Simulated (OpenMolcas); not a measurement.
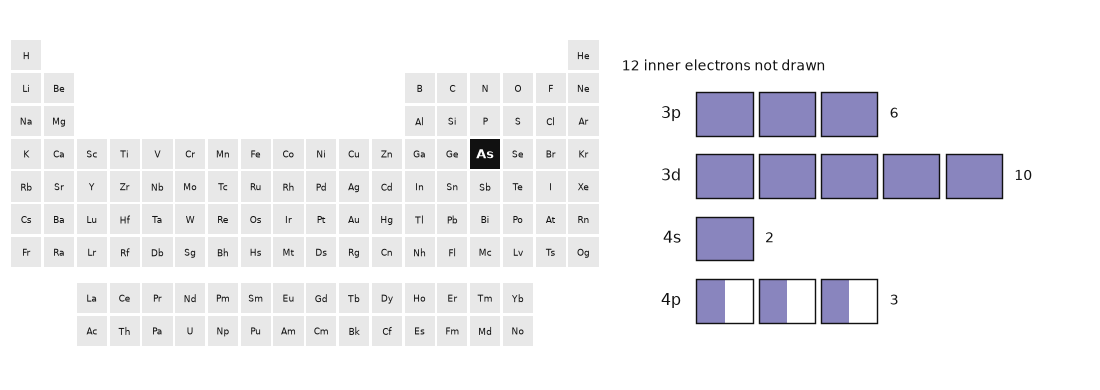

Left, the place of arsenic in the periodic table; right, the outer shells of the leading configuration of the lowest level: a box for each of the 2l + 1 orbitals, shaded by the share of the shell that is filled, with the electron count at the right.

**Multiconfigurational calculation: As (part 1 of 2)**

System: As.
Method: state-averaged RASSCF, active space 3 electrons in the shells 4p 4d 5s; RAS3 4d 5s with at most 1 electron, basis ANO-RCC, DKH2 scalar Hamiltonian, spin-orbit coupling by RASSI with atomic mean-field integrals (OpenMolcas).

Log (extracts):
```
--- SEWARD ---
Basis set label: AS.ANO-RCC.........

      Electronic valence basis set:
      ------------------
      Associated Effective Charge  33.000000 au
      Associated Actual Charge     33.000000 au
      Nuclear Model: Point charge

      Shell  nPrim  nBasis  Cartesian Spherical Contaminant
         s      20       9        X
         p      17       8        X
         d      11       6                 X
         f       4       4                 X
         g       2       2                 X
                  Relativistic Douglas-Kroll-Hess integrals:
                    - DKH order of Hamiltonian: 2
                    - DKH order of Properties : 0
                  Atomic mean-field integrals
--- RASSCF ---
Wave function specifications:
      -----------------------------

      Number of closed shell electrons          30
      Number of electrons in active shells       3
      Max number of holes in RAS1 space          0
      Max nr of electrons in RAS3 space          1
      Number of inactive orbitals               15
      Number of active orbitals                  9
      Number of secondary orbitals              85
      Spin quantum number                      1.5
      State symmetry                             2
Orbital specifications:
      -----------------------

      Symmetry species                           1   2
                                                ag  au
      Frozen orbitals                            0   0
      Inactive orbitals                          9   6
      Active orbitals                            6   3
      RAS1 orbitals                              0   0
      RAS2 orbitals                              0   3
      RAS3 orbitals                              6   0
      Secondary orbitals                        42  43
      Deleted orbitals                           0   0
      Number of basis functions                 57  52
      Number of CSFs                             1
      Number of root(s) required                 1
      Iter CI   SX   CI       RASSCF       Energy    max ROT     max BLB   max BLB  Level Ln srch  Step   QN
          iter iter root      energy       change     param      element    value   shift minimum  type update
 Nr of preliminary CI iterations:   1
 ###############################################################################
 ###############################################################################
 ###                                                                         ###
 ###                                                                         ###
 ###    WARNING: Problems in orbital optimization.                           ###
 ###                                                                         ###
 ###                                                                         ###
 ###############################################################################
 ###############################################################################
  Warning: In symmetry  1, orbital p=  10 has diagonal density matrix element D(p,p) close to zero. D(p,p)=  0.000000E+00
  Warning: In symmetry  1, orbital p=  11 has diagonal density matrix element D(p,p) close to zero. D(p,p)=  0.000000E+00
        ...
  Warning: In symmetry  1, orbital p=  13 has diagonal density matrix element D(p,p) close to zero. D(p,p)=  0.000000E+00
  Warning: In symmetry  1, orbital p=  14 has diagonal density matrix element D(p,p) close to zero. D(p,p)=  0.000000E+00
  Warning: In symmetry  1, orbital p=  15 has diagonal density matrix element D(p,p) close to zero. D(p,p)=  0.000000E+00
        4   1    3    1  -258.94451388   -4.55E-13   2.75E-07    9  15 1 -6.48E-07   0.50   0.00    SX    NO
      Convergence after  4 iterations
        5   1    3    1  -258.94451388   -3.18E-12   2.75E-07    9  15 1 -3.95E-07   0.50   0.00    SX    NO
      Natural orbitals and occupation numbers for root  1
      sym 1:   0.000000   0.000000   0.000000   0.000000   0.000000   0.000000
      sym 2:   1.000000   1.000000   1.000000
::    RASSCF root number  1 Total energy:  -2258.94451388
--- RASSCF ---
Wave function specifications:
      -----------------------------

      Number of closed shell electrons          30
      Number of electrons in active shells       3
      Max number of holes in RAS1 space          0
      Max nr of electrons in RAS3 space          1
      Number of inactive orbitals               15
      Number of active orbitals                  9
      Number of secondary orbitals              85
      Spin quantum number                      0.5
      State symmetry                             2
Orbital specifications:
      -----------------------

      Symmetry species                           1   2
                                                ag  au
      Frozen orbitals                            0   0
      Inactive orbitals                          9   6
      Active orbitals                            6   3
      RAS1 orbitals                              0   0
      RAS2 orbitals                              0   3
      RAS3 orbitals                              6   0
      Secondary orbitals                        42  43
      Deleted orbitals                           0   0
      Number of basis functions                 57  52
      Number of CSFs                             8
      Number of root(s) required                 8
      Iter CI   SX   CI       RASSCF       Energy    max ROT     max BLB   max BLB  Level Ln srch  Step   QN
          iter iter root      energy       change     param      element    value   shift minimum  type update
 Nr of preliminary CI iterations:   1
 ###############################################################################
 ###############################################################################
 ###                                                                         ###
 ###                                                                         ###
 ###    WARNING: Problems in orbital optimization.                           ###
 ###                                                                         ###
 ###                                                                         ###
 ###############################################################################
 ###############################################################################
  Warning: In symmetry  1, orbital p=  10 has diagonal density matrix element D(p,p) close to zero. D(p,p)=  0.000000E+00
  Warning: In symmetry  1, orbital p=  11 has diagonal density matrix element D(p,p) close to zero. D(p,p)=  0.000000E+00
        ...
  Warning: In symmetry  1, orbital p=  13 has diagonal density matrix element D(p,p) close to zero. D(p,p)=  0.000000E+00
  Warning: In symmetry  1, orbital p=  14 has diagonal density matrix element D(p,p) close to zero. D(p,p)=  0.000000E+00
  Warning: In symmetry  1, orbital p=  15 has diagonal density matrix element D(p,p) close to zero. D(p,p)=  0.000000E+00
        9   1    6    0  -258.86156995   -3.46E-08   1.18E-05    9  15 1 -3.73E-05   0.50   1.04    QN   YES
      Convergence after  9 iterations
       10   1    6    0  -258.86156995   -9.06E-10   1.18E-05    9  15 1 -1.73E-05   0.50   1.04    QN   YES
      Natural orbitals and occupation numbers for root  1
      sym 1:   0.000000   0.000000   0.000000   0.000000   0.000000   0.000000
      sym 2:   1.000000   1.000000   1.000000
      Natural orbitals and occupation numbers for root  2
      sym 1:   0.000000   0.000000   0.000000   0.000000   0.000000   0.000000
      sym 2:   1.000000   1.000000   1.000000
      Natural orbitals and occupation numbers for root  3
      sym 1:   0.000000   0.000000   0.000000   0.000000   0.000000   0.000000
      sym 2:   1.000000   1.000000   1.000000
::    RASSCF root number  1 Total energy:  -2258.87787804
::    RASSCF root number  2 Total energy:  -2258.87787804
::    RASSCF root number  3 Total energy:  -2258.87787804
::    RASSCF root number  4 Total energy:  -2258.87787804
::    RASSCF root number  5 Total energy:  -2258.87787804
::    RASSCF root number  6 Total energy:  -2258.83438982
::    RASSCF root number  7 Total energy:  -2258.83438982
::    RASSCF root number  8 Total energy:  -2258.83438982
--- RASSCF ---
Wave function specifications:
      -----------------------------

      Number of closed shell electrons          30
      Number of electrons in active shells       3
      Max number of holes in RAS1 space          0
      Max nr of electrons in RAS3 space          1
      Number of inactive orbitals               15
      Number of active orbitals                  9
      Number of secondary orbitals              85
      Spin quantum number                      1.5
      State symmetry                             1
Orbital specifications:
      -----------------------

      Symmetry species                           1   2
                                                ag  au
      Frozen orbitals                            0   0
      Inactive orbitals                          9   6
      Active orbitals                            6   3
      RAS1 orbitals                              0   0
      RAS2 orbitals                              0   3
      RAS3 orbitals                              6   0
      Secondary orbitals                        42  43
      Deleted orbitals                           0   0
      Number of basis functions                 57  52
      Number of CSFs                            18
      Number of root(s) required                15
      Iter CI   SX   CI       RASSCF       Energy    max ROT     max BLB   max BLB  Level Ln srch  Step   QN
          iter iter root      energy       change     param      element    value   shift minimum  type update
 Nr of preliminary CI iterations:   1
      Total energies have been shifted. Add                -2000.00 au
        1   1   12    0  -258.63164137    0.00E+00  -1.18E-02   13  23 1  1.49E-03*  0.13   0.00    SX    NO
        2   1   12    0  -258.63185546   -2.14E-04*  4.31E-03    8  11 2 -4.82E-04   0.13   0.00    SX    NO
        3   1   12    0  -258.63188569   -3.02E-05*  1.67E-03    9  15 1 -2.84E-04   0.13   0.00    SX    NO
        4   1   11    0  -258.63189018   -4.49E-06*  6.43E-04    9  15 1 -1.55E-04   0.13   0.00    SX    NO
        5   1   10    0  -258.63189085   -6.75E-07*  4.00E-04    9  15 1 -7.07E-05   0.13   1.62    LS   YES
        6   1    9    0  -258.63189097   -1.17E-07   1.42E-05    8  36 1  6.18E-05   0.13   1.00    QN   YES
      Convergence after  6 iterations
        7   1    9    0  -258.63189097   -2.53E-09   1.42E-05    8  36 1 -4.27E-05   0.13   1.00    QN   YES
      Natural orbitals and occupation numbers for root  1
      sym 1:   0.000168  -0.000000  -0.000000  -0.000000   0.000168   0.999665
      sym 2:   0.999832   0.000335   0.999832
      Natural orbitals and occupation numbers for root  2
      sym 1:  -0.000000  -0.000000  -0.000000   0.000168   0.000168   0.999665
      sym 2:   0.999832   0.999832   0.000335
      Natural orbitals and occupation numbers for root  3
      sym 1:   0.000168  -0.000000  -0.000000   0.000168   0.000000   0.999665
      sym 2:   0.000335   0.999832   0.999832
::    RASSCF root number  1 Total energy:  -2258.70564393
::    RASSCF root number  2 Total energy:  -2258.70564393
::    RASSCF root number  3 Total energy:  -2258.70564393
::    RASSCF root number  4 Total energy:  -2258.61973609
::    RASSCF root number  5 Total energy:  -2258.61973609
::    RASSCF root number  6 Total energy:  -2258.61973609
::    RASSCF root number  7 Total energy:  -2258.61973609
::    RASSCF root number  8 Total energy:  -2258.61973609
::    RASSCF root number  9 Total energy:  -2258.61973609
::    RASSCF root number 10 Total energy:  -2258.61973609
::    RASSCF root number 11 Total energy:  -2258.60465604
::    RASSCF root number 12 Total energy:  -2258.60465604
::    RASSCF root number 13 Total energy:  -2258.60465604
::    RASSCF root number 14 Total energy:  -2258.60465604
::    RASSCF root number 15 Total energy:  -2258.60465604
--- RASSCF ---
Wave function specifications:
      -----------------------------

      Number of closed shell electrons          30
      Number of electrons in active shells       3
      Max number of holes in RAS1 space          0
      Max nr of electrons in RAS3 space          1
      Number of inactive orbitals               15
      Number of active orbitals                  9
      Number of secondary orbitals              85
      Spin quantum number                      0.5
      State symmetry                             1
Orbital specifications:
      -----------------------

      Symmetry species                           1   2
                                                ag  au
      Frozen orbitals                            0   0
      Inactive orbitals                          9   6
      Active orbitals                            6   3
      RAS1 orbitals                              0   0
      RAS2 orbitals                              0   3
      RAS3 orbitals                              6   0
      Secondary orbitals                        42  43
      Deleted orbitals                           0   0
      Number of basis functions                 57  52
      Number of CSFs                            54
      Number of root(s) required                18
      Iter CI   SX   CI       RASSCF       Energy    max ROT     max BLB   max BLB  Level Ln srch  Step   QN
          iter iter root      energy       change     param      element    value   shift minimum  type update
 Nr of preliminary CI iterations:   1
      Total energies have been shifted. Add                -2000.00 au
        1   1   14    0  -258.62858820    0.00E+00   2.38E-02    9  15 1  6.22E-03*  0.12   0.00    SX    NO
        2   1   13    0  -258.62891595   -3.28E-04*  5.45E-03    9  15 1  2.12E-03*  0.12   0.00    SX    NO
        3   1   12    0  -258.62894911   -3.32E-05*  1.63E-03    9  15 1  7.55E-04*  0.12   0.00    SX    NO
        4   1   11    0  -258.62895401   -4.90E-06*  7.59E-04    9  15 1  2.70E-04   0.12   0.00    SX    NO
        5   1   10    0  -258.62895487   -8.57E-07*  5.48E-04    9  15 1  1.06E-04   0.12   1.72    LS   YES
        6   1   10    0  -258.62895505   -1.84E-07  -7.36E-05    5  36 1  1.06E-04   0.12   1.00    QN   YES
      Convergence after  6 iterations
        7   1   10    0  -258.62895506   -9.76E-09  -7.36E-05    5  36 1 -7.10E-05   0.12   1.00    QN   YES
      Natural orbitals and occupation numbers for root  1
      sym 1:   0.000938   0.007221   0.000938   0.007221  -0.000000   0.983683
      sym 2:   0.992779   0.014442   0.992779
      Natural orbitals and occupation numbers for root  2
      sym 1:   0.007221   0.007221   0.000938   0.000938  -0.000000   0.983683
      sym 2:   0.992779   0.992779   0.014442
      Natural orbitals and occupation numbers for root  3
      sym 1:   0.007221   0.000938  -0.000000   0.007221   0.000938   0.983683
      sym 2:   0.014442   0.992779   0.992779
::    RASSCF root number  1 Total energy:  -2258.69181270
::    RASSCF root number  2 Total energy:  -2258.69181270
::    RASSCF root number  3 Total energy:  -2258.69181270
::    RASSCF root number  4 Total energy:  -2258.65445497
::    RASSCF root number  5 Total energy:  -2258.65445497
::    RASSCF root number  6 Total energy:  -2258.65445497
::    RASSCF root number  7 Total energy:  -2258.65445497
::    RASSCF root number  8 Total energy:  -2258.65445497
::    RASSCF root number  9 Total energy:  -2258.60090482
::    RASSCF root number 10 Total energy:  -2258.60090482
::    RASSCF root number 11 Total energy:  -2258.60090482
::    RASSCF root number 12 Total energy:  -2258.59582338
::    RASSCF root number 13 Total energy:  -2258.59582338
::    RASSCF root number 14 Total energy:  -2258.59582338
::    RASSCF root number 15 Total energy:  -2258.59582338
::    RASSCF root number 16 Total energy:  -2258.59582338
::    RASSCF root number 17 Total energy:  -2258.59582338
::    RASSCF root number 18 Total energy:  -2258.59582338
```

(Continued in part 2.) Outcome of the run: converged.
